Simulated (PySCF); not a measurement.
**BPH3F3: a changed input and its effect**

System: BPH3F3, SMILES [BH3-][P+](F)(F)F.
Method of run A: GIAO PBE0/pcSseg-1 NMR shielding, non-relativistic, gas phase (PySCF 2.14.0).

The geometry comes from this level: GFN2-xTB. Text and figures count atoms from 1; the logs count them from 0 in places.

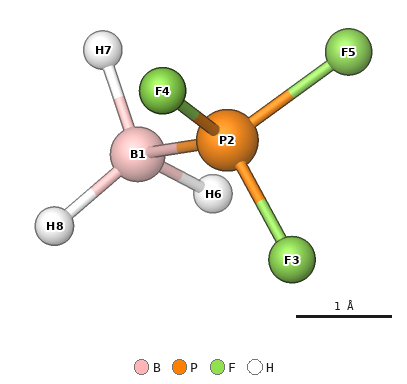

The input geometry (ball-and-stick view, seen at a tilt; atoms are numbered from 1 in the order of the input). Bond lengths as drawn: B–H 1.18 Å, B–P 1.87 Å and F–P 1.59 Å.

Input file, run A:
```
{"job": {"kind": "nmr", "xc": "PBE0", "basis": "pcSseg-1", "pop": false}, "charge": 0, "multiplicity": 1}
B      1.125469    -0.163617     0.025020
P     -0.723619     0.109688    -0.021415
F     -1.663707    -0.708774    -1.000705
F     -1.358347     1.517554    -0.379800
F     -1.635130    -0.120326     1.255063
H      1.249899    -1.301956     0.315899
H      1.520575     0.584757     0.849316
H      1.493917     0.092086    -1.067944
```

The first line tells a small driver script what to run in PySCF; the rest is the geometry in Å.

Command:
```bash
OMP_NUM_THREADS=1 python <driver script> task.json out
```

Hardware: 1 CPU thread, shared host.

Output (run A):
```
coarse grid: 7832 points
cycle   1  E = -666.9220946310  dE =  6.789e-01  |g| = 8.666e-01  |ddm| = 2.536e+00
cycle   2  E = -666.8095141004  dE =  1.126e-01  |g| = 1.234e+00  |ddm| = 1.465e+00
cycle   3  E = -667.0624496823  dE = -2.529e-01  |g| = 8.746e-02  |ddm| = 8.158e-01
cycle   4  E = -667.0641861858  dE = -1.737e-03  |g| = 2.803e-02  |ddm| = 1.029e-01
cycle   5  E = -667.0643888917  dE = -2.027e-04  |g| = 4.017e-03  |ddm| = 3.250e-02
cycle   6  E = -667.0643939662  dE = -5.075e-06  |g| = 6.920e-04  |ddm| = 4.974e-03
final grid: 74064 points
cycle   7  E = -667.1094762742  dE = -2.649e-05  |g| = 3.771e-03  |ddm| = 1.716e-02
cycle   8  E = -667.1094766251  dE = -3.509e-07  |g| = 3.577e-03  |ddm| = 7.168e-03
cycle   9  E = -667.1094802839  dE = -3.659e-06  |g| = 3.605e-04  |ddm| = 3.787e-03
cycle  10  E = -667.1094803034  dE = -1.954e-08  |g| = 1.541e-04  |ddm| = 2.971e-04
cycle  11  E = -667.1094803070  dE = -3.619e-09  |g| = 3.252e-05  |ddm| = 1.131e-04
cycle  12  E = -667.1094803073  dE = -2.626e-10  |g| = 3.746e-06  |ddm| = 3.423e-05
converged SCF energy = -667.1094803073

GIAO shielding tensors (ppm)
atom      isotropic    diamagn.    paramagn.     s11        s22        s33       span
  0 B      153.531     194.622     -41.091    146.626    146.691    167.275     20.650
  1 P      169.152     959.588    -790.436     59.491     59.804    388.161    328.671
  2 F      210.886     471.759    -260.874     99.845    188.463    344.349    244.504
  3 F      210.763     471.761    -260.999     99.600    188.333    344.355    244.755
  4 F      210.826     471.773    -260.947     99.765    188.371    344.342    244.577
  5 H       30.581      28.598       1.984     27.184     29.121     35.438      8.254
  6 H       30.586      28.593       1.993     27.191     29.114     35.451      8.260
  7 H       30.587      28.589       1.997     27.192     29.118     35.450      8.258
```

For run B the input was changed thus:
```diff
-"xc": "PBE0"
-"basis": "pcSseg-1"
+"xc": "WP04"
+"basis": "def2-TZVPP"
```

What does this change do to the results?

The total energies belong to different models, so their difference says nothing on which is more stable or more accurate. The HOMO goes from −10.08 to −11.22 eV. The LUMO goes from −0.79 to −3.05 eV. The dipole moment goes from 0.59 to 0.28 D. Of all shieldings, the largest change is that of P2, by −31.6 ppm. The functional changes from PBE0 to WP04. The SCF takes 14 iterations against 12. The basis functions go from 107 to 208.

Output (run B):
```
coarse grid: 7832 points
cycle   1  E = -676.8659620049  dE =  6.949e-01  |g| = 1.366e+00  |ddm| = 2.421e+00
cycle   2  E = -676.2754714762  dE =  5.905e-01  |g| = 2.414e+00  |ddm| = 1.767e+00
cycle   3  E = -677.1483607979  dE = -8.729e-01  |g| = 1.719e-01  |ddm| = 1.134e+00
cycle   4  E = -677.1557487171  dE = -7.388e-03  |g| = 6.782e-02  |ddm| = 1.954e-01
cycle   5  E = -677.1570140147  dE = -1.265e-03  |g| = 1.615e-02  |ddm| = 6.633e-02
cycle   6  E = -677.1570711669  dE = -5.715e-05  |g| = 3.123e-03  |ddm| = 1.682e-02
cycle   7  E = -677.1570735819  dE = -2.415e-06  |g| = 3.908e-04  |ddm| = 2.734e-03
final grid: 74064 points
cycle   8  E = -677.1603537214  dE = -6.099e-05  |g| = 4.007e-03  |ddm| = 3.254e-02
cycle   9  E = -677.1603538156  dE = -9.415e-08  |g| = 3.687e-03  |ddm| = 5.552e-03
cycle  10  E = -677.1603569233  dE = -3.108e-06  |g| = 1.036e-03  |ddm| = 3.162e-03
cycle  11  E = -677.1603570808  dE = -1.574e-07  |g| = 3.087e-04  |ddm| = 5.662e-04
cycle  12  E = -677.1603570970  dE = -1.628e-08  |g| = 6.473e-05  |ddm| = 2.204e-04
cycle  13  E = -677.1603570982  dE = -1.188e-09  |g| = 2.233e-05  |ddm| = 7.425e-05
cycle  14  E = -677.1603570983  dE = -9.015e-11  |g| = 3.849e-06  |ddm| = 1.650e-05
converged SCF energy = -677.1603570983

GIAO shielding tensors (ppm)
atom      isotropic    diamagn.    paramagn.     s11        s22        s33       span
  0 B      147.239     200.072     -52.833    141.332    141.411    158.974     17.642
  1 P      137.594     957.417    -819.823     22.464     22.701    367.618    345.154
  2 F      218.948     470.548    -251.600    112.107    182.390    362.348    250.241
  3 F      218.830     470.538    -251.708    111.789    182.290    362.412    250.623
  4 F      218.908     470.558    -251.650    112.032    182.324    362.368    250.336
  5 H       31.073      29.634       1.439     28.306     29.880     35.034      6.728
  6 H       31.078      29.626       1.451     28.310     29.877     35.046      6.736
  7 H       31.078      29.621       1.457     28.311     29.878     35.045      6.735
```

The two runs side by side:

```tsv
quantity	run A	run B
outcome	converged	converged
total energy (hartree)	−667.109480	−677.160357
HOMO (eV)	−10.08	−11.22
LUMO (eV)	−0.79	−3.05
dipole moment (D)	0.59	0.28
shielding of B1 (ppm)	153.5	147.2
shielding of P2 (ppm)	169.2	137.6
shielding of F3 (ppm)	210.9	218.9
shielding of F4 (ppm)	210.8	218.8
shielding of F5 (ppm)	210.8	218.9
shielding of H6 (ppm)	30.6	31.1
shielding of H7 (ppm)	30.6	31.1
SCF iterations	12	14
basis functions	107	208
wall time (shared host)	2.7 s	7.3 s
```
